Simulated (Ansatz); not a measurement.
## Pressure series in hypothetical anti-perovskite Mg3SiO

Take Mg₃SiO in the anti-perovskite structure (space group Pm-3m, No. 221; a hypothetical phase, not in the database extracts checked) as the base.

Mg3SiO is taken in the cubic space group Pm-3m (No. 221), the anti-perovskite structure, Pearson symbol cP5. Conventional cell: a = b = c = 4.222 Å, α = β = γ = 90.00°. Mg on 3c is surrounded by 2 O at 2.111 Å and 4 Si at 2.986 Å (octahedral). Si on 1a is surrounded by 12 Mg at 2.986 Å (cuboctahedral). O on 1b has 6 Mg at 2.111 Å (octahedral). (Neighbours: up to the widest gap in distance over summed covalent radii, below 1.35, at either atom; cation-cation and far metal-metal contacts left out.)

Cell and atoms are relaxed at each pressure.

All numbers come from PBE in Ansatz (plane waves to 420 eV, PAW, no spin-orbit coupling).

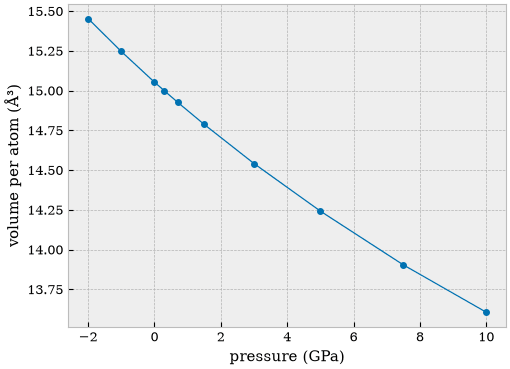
Volume per atom against pressure

```csv
pressure (GPa),volume per atom
-2,15.45 Å³
-1,15.25 Å³
0.3,15.00 Å³
0.7,14.93 Å³
1.5,14.79 Å³
3,14.54 Å³
5,14.24 Å³
7.5,13.90 Å³
10,13.61 Å³
```

Load acts through the strain it causes; cell and atoms are relaxed under it. Whether these cells are dynamically stable was not tested. No other phases were tried under pressure. The final runs are not spin-polarised.

Ansatz is a program for electronic structure.
